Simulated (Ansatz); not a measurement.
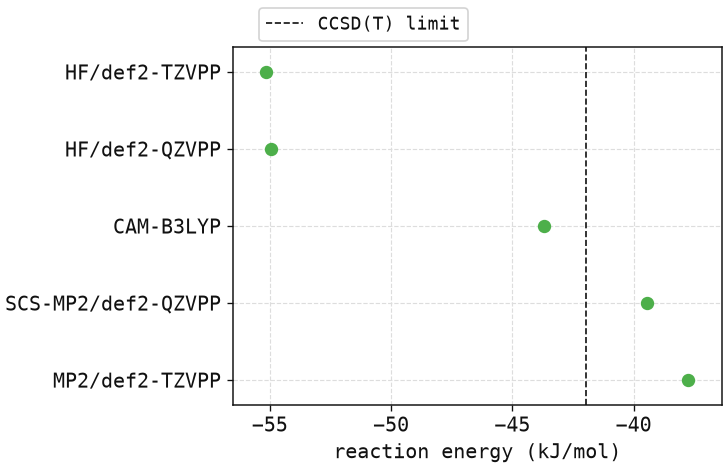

Electronic reaction energy of BN₂H₄Cl (NB(N)Cl) + AlNH₃OF ([NH2][Al]([OH])[F]) → BN₂H₅O (NB(N)O) + AlNH₂ClF ([NH2][Al]([F])[Cl]) (SMILES in brackets) at several levels (functionals in def2-TZVPP unless a basis is named), isolated molecules at PBE0-D4 triple-zeta geometries, minima by their frequencies, no zero-point or thermal terms, the Ansatz code. The line is frozen-core CCSD(T) at the basis limit (MP2 extrapolated from triple and quadruple zeta, plus CCSD(T) less MP2 in a smaller set). The distance of SCS-MP2/def2-QZVPP and MP2/def2-TZVPP to the limit includes basis error.

What range do the values span, the line included?

Answer. From −55.1 kJ/mol (HF/def2-TZVPP) to −37.8 kJ/mol (MP2/def2-TZVPP).

Which level comes closest to the line (CCSD(T) limit), and which misses most?

Answer. Closest CAM-B3LYP (−43.7 kJ/mol), against −42.0 kJ/mol; farthest HF/def2-TZVPP (−55.1 kJ/mol).
